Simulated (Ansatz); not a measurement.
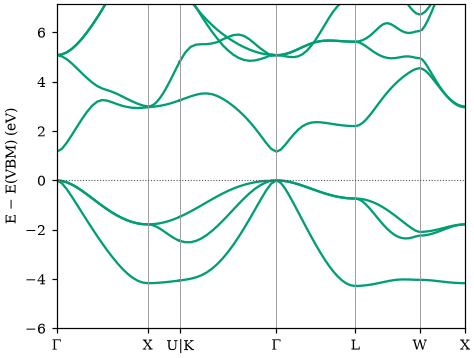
Figure: Band structure from plane-wave PAW r²SCAN (Ansatz code)

Question: Read off the gap and where the band edges lie.

Answer: About 1.2 eV (1.16 eV by a search for the band edges); maximum at Γ, minimum at Γ.

The material is CdTe (zinc blende, F-43m).

The cell was relaxed with r²SCAN under the symmetry of its start. Spin–orbit coupling is left out wherever it is not named.

Potentials: the later of the program's two PAW sets.
